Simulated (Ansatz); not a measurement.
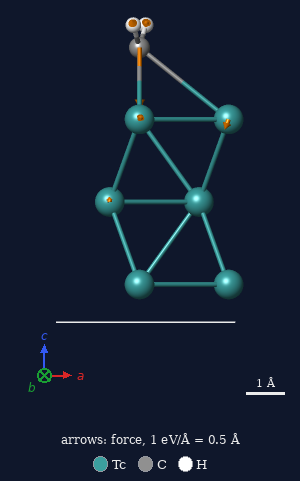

Starting geometry of a slab of composition Tc12H2C with the computed forces as orange arrows. Style: ball-and-stick. Shown: the cell of the calculation, outlined in the plane, without the vacuum (origin shifted), along the b axis.

It is CH2 on Tc(0001), set down by a guess. The run prepares an end point of a later path (molecule hop) calculation, from a guessed geometry. 4 atoms are held fixed.

Level of theory: DFT PBE-D3(BJ), scalar-relativistic, plane waves, PAW in Ansatz. Settings: plane-wave cutoff 600 eV; k-point mesh 4 × 4 × 1; occupations fermi dirac; smearing width 0.15 eV; no spin polarisation; atoms relaxed in a fixed cell; force threshold 0.03 eV/Å; at most 60 steps.

Q: What follows when this structure is relaxed?

A: It isn't relaxed: the largest force vector, on the C atom, is 3.25 eV/Å. The final displacements have little in common with the starting forces (cosine between the two patterns 0.26). The atom that moves furthest is an H atom (1.07 Å at 80° to the normal (−c side)). By element the largest moves are H 1.07 Å, C 0.99 Å, Tc 0.28 Å. The cell doesn't change. Among the contacts that change: C–Tc 3.049 → 2.117 Å, C–Tc 2.435 → 2.175 Å, C–Tc 2.272 → 2.118 Å, Tc–Tc 2.708 → 2.554 Å. Bond angles that change, for instance: Tc–C–H 155.4° → 122.9°, Tc–C–H 85.9° → 59.6°, Tc–C–H 91.3° → 116.0°. Over 13 geometry steps the energy falls by 1.464 eV per cell of the calculation. Largest force component: 3.2 eV/Å at the start, 0.023 eV/Å at the end.

Limits of the set-up: the periodic images lie only 5.5 Å apart, so the values are limited by the cell's size.
